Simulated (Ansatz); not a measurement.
## Electronic structure of Al9Cl3Sb8 (Al9Sb8 zinc blende off sphere) in real space

Input file:

```
crystal:
  periodic: [false, false, false]
  atoms:
    - {symbol: Sb, position_ang: [-1.221481, -3.425567, 3.565336]}
    - {symbol: Sb, position_ang: [1.030935, -3.082582, 1.379251]}
    - {symbol: Sb, position_ang: [-1.758029, 3.394302, -2.305944]}
    - {symbol: Sb, position_ang: [0.761143, -0.105681, -2.355640]}
    - {symbol: Sb, position_ang: [-1.910820, 0.616648, 1.484270]}
    - {symbol: Sb, position_ang: [1.800953, 0.696881, 4.162035]}
    - {symbol: Sb, position_ang: [2.127609, 3.340634, 0.490189]}
    - {symbol: Sb, position_ang: [4.166404, -1.261481, 0.059463]}
    - {symbol: Al, position_ang: [-1.802997, -2.117276, 1.371488]}
    - {symbol: Al, position_ang: [-1.756636, 0.880727, -1.142567]}
    - {symbol: Al, position_ang: [0.357135, -0.718687, 0.229505]}
    - {symbol: Al, position_ang: [0.229656, -1.290204, 3.565187]}
    - {symbol: Al, position_ang: [2.547082, -0.782749, 2.028523]}
    - {symbol: Al, position_ang: [-1.265696, 1.230786, -3.762099]}
    - {symbol: Al, position_ang: [0.576390, 2.547497, -1.469843]}
    - {symbol: Al, position_ang: [2.654068, 0.819486, -0.293002]}
    - {symbol: Al, position_ang: [0.731420, 1.423725, 1.776751]}
    - {symbol: Cl, position_ang: [-3.117324, -2.857386, -0.146974]}
    - {symbol: Cl, position_ang: [-2.980513, -0.213914, -2.765998]}
    - {symbol: Cl, position_ang: [-1.186199, 0.854340, -5.846429]}
basis:
  gaussian: {orbitals: def2-SVP, fitting: {mean_field: def2-universal-jkfit}, initial_orbitals: start.molden}
hamiltonian: {xc: pbe0, dispersion: d4}
scf: {omitted_lower_state_checks: [starts]}
output: {forces: true, orbitals: {seedname: orbitals}}
```

Run with:

```sh
ansatz run in.yaml --threads 2 --pin off --events-out ev --progress --plain --max-ram 31744MiB --backend cuda --devices 0, --max-vram 18GiB
```

Geometry: PBE-D4/def2-SVP; core potentials replace the inner electrons of Sb.

Method: Ansatz 0.2.0, RKS PBE0-D4/def2-SVP.

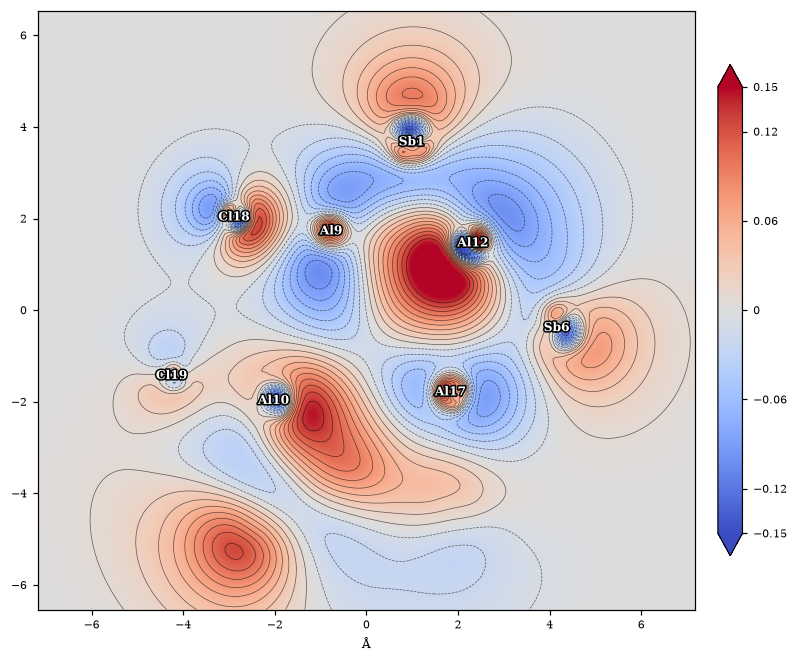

Figure 1. One frontier orbital on the plane of atoms Al12, Sb6 and Al17 (values in Å⁻³ᐟ²; the overall sign is arbitrary).

**Which orbital is it: HOMO or LUMO?**

The LUMO, at −3.34 eV. It lies mainly on Al12 (about 15 %), Sb3 (about 10 %), Al11 (about 10 %), Al17 (about 5 %), Al15 (about 5 %) and Sb2 (about 5 %).

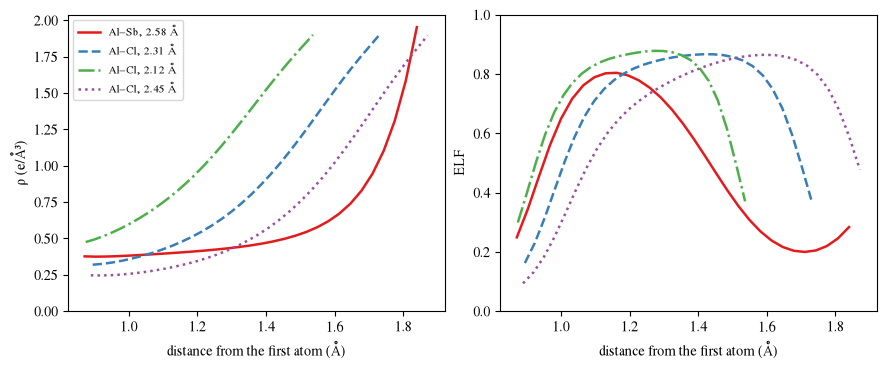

Figure 2. Electron density and electron localisation function along straight lines between neighbouring atoms. The curves leave out the atomic cores.

**Compare the contacts.**

Al–Sb (2.58 Å): ρ is about 0.43 e/Å³ halfway, with its minimum of 0.37 e/Å³ about 0.9 Å from Al; the ELF peaks at about 0.80 between the atoms, as expected for a covalent bond.
Al–Cl (2.31 Å): ρ at the midpoint is about 0.48 e/Å³; the ELF peaks at about 0.85 in the valence shell of Cl, 0.9 Å from its nucleus, and is about 0.80 at the midpoint.
Al–Cl (2.12 Å): the density is about 0.68 e/Å³ at the midpoint; the ELF peaks at about 0.90 in the valence shell of Cl, 0.8 Å from its nucleus, and is about 0.80 at the midpoint.
Al–Cl (2.45 Å): ρ is about 0.36 e/Å³ halfway, with its minimum of 0.25 e/Å³ about 0.9 Å from Al; the ELF peaks at about 0.85 in the valence shell of Cl, 0.9 Å from its nucleus, and is about 0.70 at the midpoint.

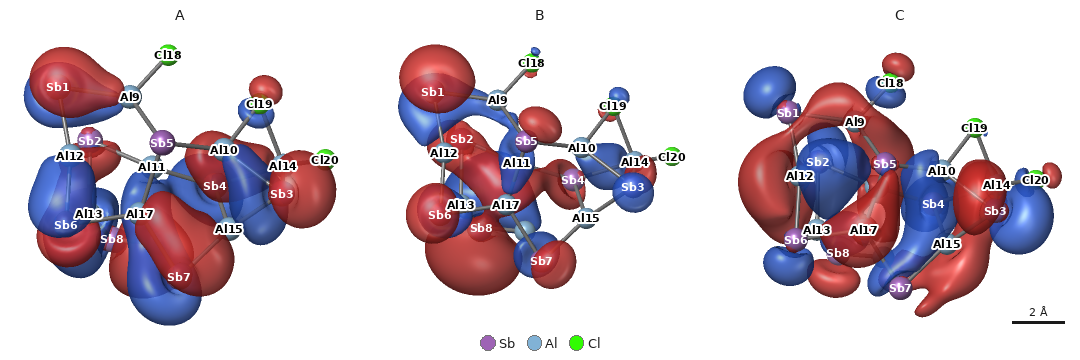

Figure 3. Three frontier orbitals at ±0.04 Å⁻³ᐟ² (blue and red are the two phases), in no order.

**Order the three orbitals by energy and name them.**

A is the HOMO−1 (−6.26 eV). Its weight (Hirshfeld) is mainly on Sb8 (about 30 %), Sb7 (about 10 %), Al16 (about 10 %), Sb3 (about 10 %), Sb4 (about 5 %) and Sb1 (about 5 %). B is the HOMO (−5.20 eV). Its weight (Hirshfeld) is mainly on Sb8 (about 50 %) and Sb1 (about 10 %). C is the LUMO (−3.34 eV). By Hirshfeld shares it lies mainly on Al12 (about 15 %), Sb3 (about 10 %), Al11 (about 10 %), Al17 (about 5 %), Al15 (about 5 %) and Sb2 (about 5 %).

**What is the HOMO–LUMO gap?**

1.86 eV between the orbital energies.
